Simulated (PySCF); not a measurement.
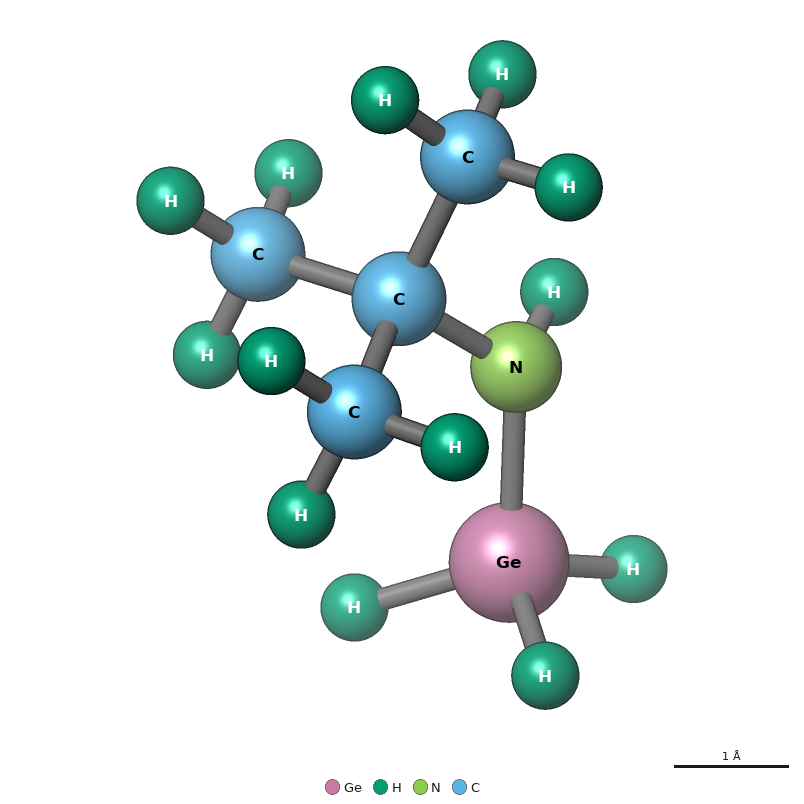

Distant atoms are faded towards the background colour. The computed structure is the end point of a PBE0-D3(BJ)/def2-SVP optimisation. No frequency run is at hand to confirm it as a minimum. Masses are those of the most abundant isotopes; constants are for the rigid equilibrium geometry.

**What kind of rotor is it, and what are its rotational constants in MHz?**

An asymmetric top (C1): A = 4288, B = 1152, C = 1151 MHz. Ray's parameter κ is −1.00, close to the prolate limit.
